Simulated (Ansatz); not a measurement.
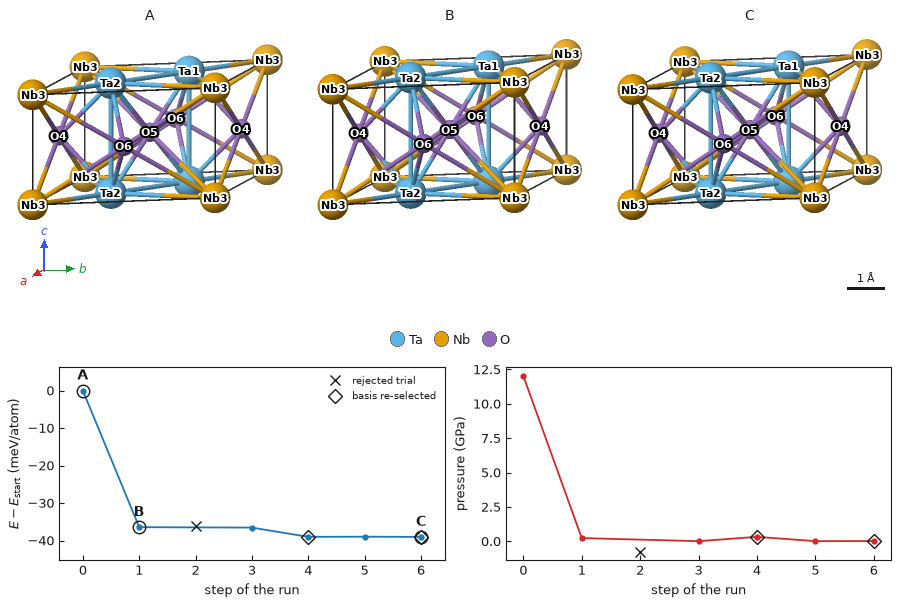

Frames of a relaxation of solid Ta2NbO3 (a generated structure, set up in P6/mmm) (coarse preliminary run), marked on the history of the run. The picture is a ball-and-stick view of the cell of the calculation, seen slightly off an axis.

All numbers below come from DFT PBE, scalar-relativistic, plane waves, PAW (Ansatz 0.2.0).

Input file:
```yaml
crystal:
  lattice:
    - [5.16321032, 0.0, 0.0]
    - [-2.58160516, 4.4714713, 0.0]
    - [0.0, 0.0, 3.06326699]
  atoms:
    - { symbol: Ta, position: [0.33333333, 0.66666667, 0.0] }
    - { symbol: Ta, position: [0.66666667, 0.33333333, 0.0] }
    - { symbol: Nb, position: [0.0, 0.0, 0.0] }
    - { symbol: O, position: [0.5, 0.0, 0.5] }
    - { symbol: O, position: [0.5, 0.5, 0.5] }
    - { symbol: O, position: [0.0, 0.5, 0.5] }
basis:
  ecutwfc: 420
kpoints:
  mp_grid: { grid: [6, 6, 6] }
hamiltonian:
  xc: pbe
scf:
  occupations: { method: gaussian, width: 0.1 }
  lower_state_search: "off"
output:
  forces: true
  stress: true
  eigenvalues: true
relax:
  adjacent_minimum: "off"
  f_tol: 0.04
  max_steps: 70
  cell: { stress_tol: 0.4 }
```

Command:
```bash
ansatz run input.yaml --threads 1 --pin off --max-ram 2560MiB --backend cpu --events-out ev --progress --plain --runs-dir out
```

Q: Describe the path.

A: No atom moves by more than 0.005 Å relative to the cell. The volume changes by +4.2 %, with a = b 5.163 → 5.151 Å (−0.2 %), c 3.063 → 3.208 Å (+4.7 %). Near-neighbour distances that change, for instance: Ta1–Ta1 3.063 → 3.208 Å, Nb3–Nb3 3.063 → 3.208 Å, Ta1–O4 2.137 → 2.187 Å, Nb3–O4 3.002 → 3.034 Å. Among the angles between lasting bonds that change: Ta1–O4–Ta2 88.4° → 85.7°, Ta1–O4–Ta1 91.6° → 94.3°. The space group stays P6/mmm (No. 191). Over 3 accepted moves (6 points after the start) the energy falls by 39.0 meV per atom. All forces vanish by symmetry, so only the cell relaxes. Pressure: 12.03 GPa at the start and 0.01 GPa at the end. The line search rejected the trial step at point 2 of the run. The SCF was repeated twice at an unchanged geometry on a basis and grid sized afresh for the cell, which shifted the energy by 2.5 meV per atom at most. The run took 16 s on 1 thread of Intel(R) Xeon(R) 6975P-C (Granite Rapids), with other jobs on the host, peak memory 0.41 GiB. From step 0 to 1: volume +3.9 %, energy −36.4 meV per atom. From step 1 to 6: volume +0.3 %, energy −2.6 meV per atom.

```json
{"step": "0", "E − E(0), meV/atom": "0.00", "pressure, GPa": "12.03", "volume, Å³/atom": "11.787", "note": ""}
{"step": "1", "E − E(0), meV/atom": "-36.44", "pressure, GPa": "0.24", "volume, Å³/atom": "12.252", "note": ""}
{"step": "2", "E − E(0), meV/atom": "-36.20", "pressure, GPa": "-0.75", "volume, Å³/atom": "12.315", "note": "rejected"}
{"step": "3", "E − E(0), meV/atom": "-36.56", "pressure, GPa": "0.01", "volume, Å³/atom": "12.269", "note": ""}
{"step": "4", "E − E(0), meV/atom": "-39.02", "pressure, GPa": "0.32", "volume, Å³/atom": "12.269", "note": "same geometry, new basis"}
{"step": "5", "E − E(0), meV/atom": "-38.98", "pressure, GPa": "0.01", "volume, Å³/atom": "12.285", "note": ""}
{"step": "6", "E − E(0), meV/atom": "-39.04", "pressure, GPa": "0.01", "volume, Å³/atom": "12.285", "note": "same geometry, new basis"}
```
